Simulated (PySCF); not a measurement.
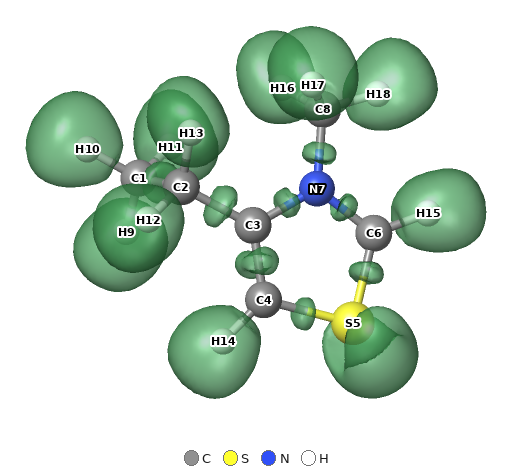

*C6H10NS (SMILES CCc1csc[n+]1C) (charge +1). Isosurface of the electron localisation function at 0.85 (green), seen across its widest extent. Only the valence region is drawn (cores and ρ < 0.01 e/Å³ removed).*

Geometry: GFN2-xTB.

Theory: PBE0/pcSseg-1, SCF density, gas phase, non-relativistic in PySCF.

```yaml
atoms:
  - { symbol: C, position_ang: [1.6901, -1.2197, -0.6817] }
  - { symbol: C, position_ang: [1.4243, 0.1208, 0.0141] }
  - { symbol: C, position_ang: [0.0721, 0.6399, -0.3347] }
  - { symbol: C, position_ang: [-0.2286, 1.4222, -1.4065] }
  - { symbol: S, position_ang: [-1.9062, 1.7581, -1.5096] }
  - { symbol: C, position_ang: [-2.1621, 0.8445, -0.1191] }
  - { symbol: N, position_ang: [-1.0544, 0.3210, 0.3826] }
  - { symbol: C, position_ang: [-1.0419, -0.4884, 1.5761] }
  - { symbol: H, position_ang: [1.6613, -1.1002, -1.7610] }
  - { symbol: H, position_ang: [2.6747, -1.5814, -0.4034] }
  - { symbol: H, position_ang: [0.9588, -1.9726, -0.3993] }
  - { symbol: H, position_ang: [2.1706, 0.8435, -0.3163] }
  - { symbol: H, position_ang: [1.5211, 0.0041, 1.0932] }
  - { symbol: H, position_ang: [0.4576, 1.8103, -2.1328] }
  - { symbol: H, position_ang: [-3.1293, 0.6967, 0.3256] }
  - { symbol: H, position_ang: [-0.5713, -1.4508, 1.3757] }
  - { symbol: H, position_ang: [-0.4849, 0.0152, 2.3678] }
  - { symbol: H, position_ang: [-2.0607, -0.6569, 1.9176] }
```

What do the ELF domains correspond to?

Answer. At this value the surface marks out three regions between bonded C–C atoms (shared pairs), three regions between bonded C–N atoms (shared pairs), two regions between bonded C–S atoms (shared pairs), ten regions around hydrogen nuclei and one lobe on S, pointing away from the bonds (lone pairs, which may merge into one lobe). Profiles from the grid: C–N (1.32 Å): the ELF peaks at about 0.90 between the atoms: localised, covalent bonding. C–C (1.36 Å): the ELF peaks at about 0.95 between the atoms (a covalent bond).
